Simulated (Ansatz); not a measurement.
# Cl$_{4}$Si···H$_{2}$: what the fields show

Input file:

```
crystal:
  periodic: [false, false, false]
  atoms:
    - { symbol: Si, position_ang: [-0.594575, 9.0e-06, -0.464882] }
    - { symbol: H, position_ang: [0.097383, -0.000228, 2.13015] }
    - { symbol: Cl, position_ang: [1.361042, 1.3e-05, 0.172957] }
    - { symbol: Cl, position_ang: [-0.848736, 1.68624, -1.608769] }
    - { symbol: Cl, position_ang: [-0.848698, -1.686222, -1.608781] }
    - { symbol: Cl, position_ang: [-2.142195, -1.8e-05, 0.955809] }
    - { symbol: H, position_ang: [-0.282122, 0.000206, 2.743417] }
basis:
  gaussian: { orbitals: def2-SVP }
hamiltonian:
  xc: pbe
  dispersion: d4
relax:
  f_tol: 0.03
  max_steps: 50
output:
  orbitals: {}
```

Launched as:

```sh
ansatz run input.yaml --threads 2 --pin off --max-ram 3072MiB --backend cpu --events-out ev --progress --plain --runs-dir out
```

The fields are those of the relaxed geometry.

Theory: RKS PBE-D4/def2-SVP (Ansatz 0.2.0).

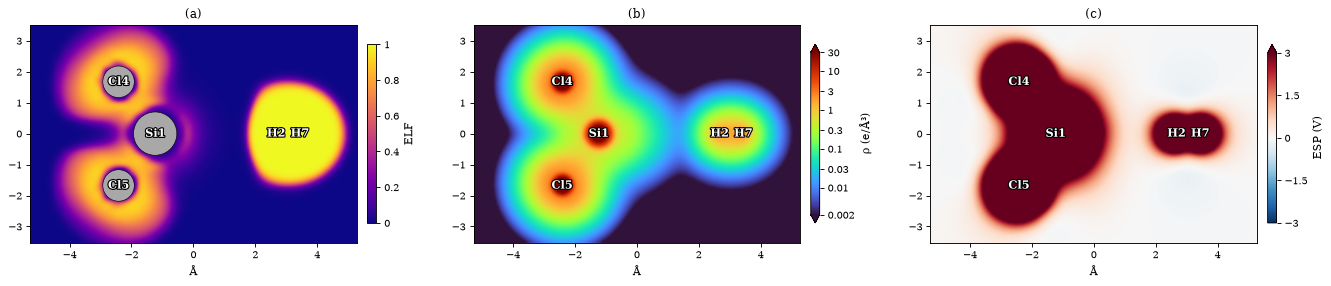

Figure 1. (a) ELF; (b) electron density; (c) molecular electrostatic potential on the plane of atoms Cl4, Si1 and Cl5. Grey discs cover the atomic cores in the ELF map.

> Describe what can be read from this map.

- Atoms in the plane: Si, H and Cl.
- Si–Cl (2.05 Å): ρ at the midpoint is about 0.88 e/Å³; the ELF peaks at about 0.85 between the atoms; a polar covalent bond.
- H–H (0.77 Å): ρ is about 1.6 e/Å³ halfway; the ELF is about 1 at the midpoint.
- The ELF also peaks beside Cl5 and Cl4, away from the bonds: lone-pair regions.
- The potential has no marked negative region in this plane.

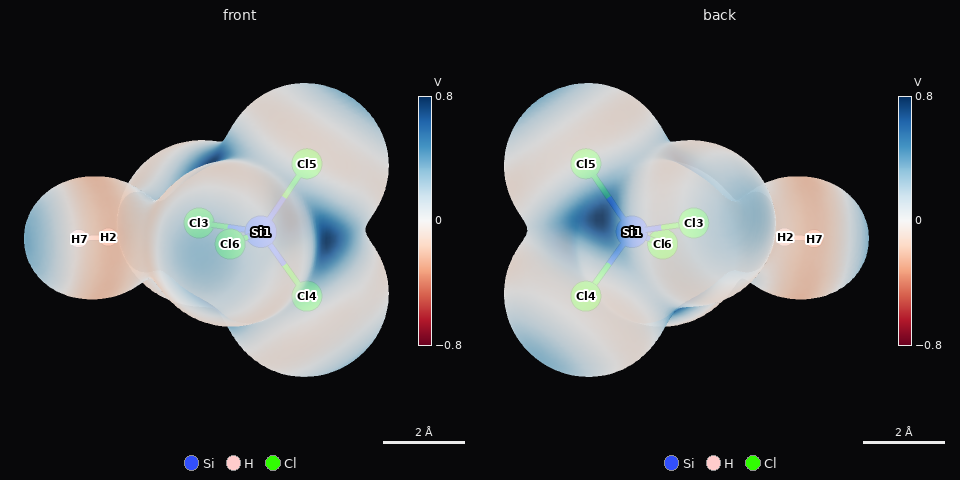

Figure 2. The molecular electrostatic potential painted on the density surface at 0.001 e/bohr³, seen from the front and from behind; red is negative and blue positive.

> Describe the electrostatic potential map.

The most negative region (about −0.2 V) lies over H2 and H7, the most positive (about +0.7 V, or +16 kcal/mol for a unit charge) over Si1.
